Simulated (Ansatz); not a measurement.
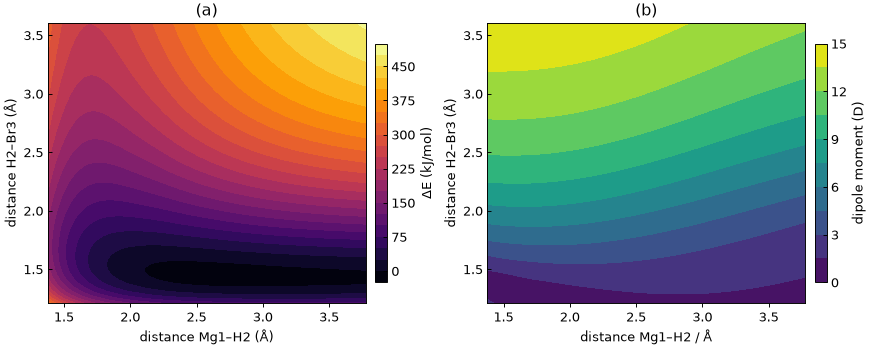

The system Mg + HBr. 
- First axis: distance Mg1–H2. Second axis: distance H2–Br3.
- Nothing is relaxed (the angle Mg1–H2–Br3 is fixed at 180 degrees).
- The grid has 17 × 17 points.
- Points are written as (first, second).
- Energies are in kJ/mol, from Mg far from the relaxed HBr (each part in its own basis).
- The reference is spin-restricted, so regions where a bond is pulled apart into radicals lie too high.
- All numbers below come from RKS PBE0-D4/def2-SVPD in Ansatz.

Panel (a) is the energy; panel (b) is the computed dipole moment, in D.

Drawn: filled contours. Between grid points the surface is interpolated.

### How does the dipole moment vary over the map, and what is it at the lowest grid point?

Leaving out the highest fifth of the energies, it runs from 0.0 D at (1.376 Å, 1.369 Å) to 14.7 D at (1.441 Å, 3.608 Å). At the lowest grid point, (2.679 Å, 1.480 Å), it is 2.3 D.
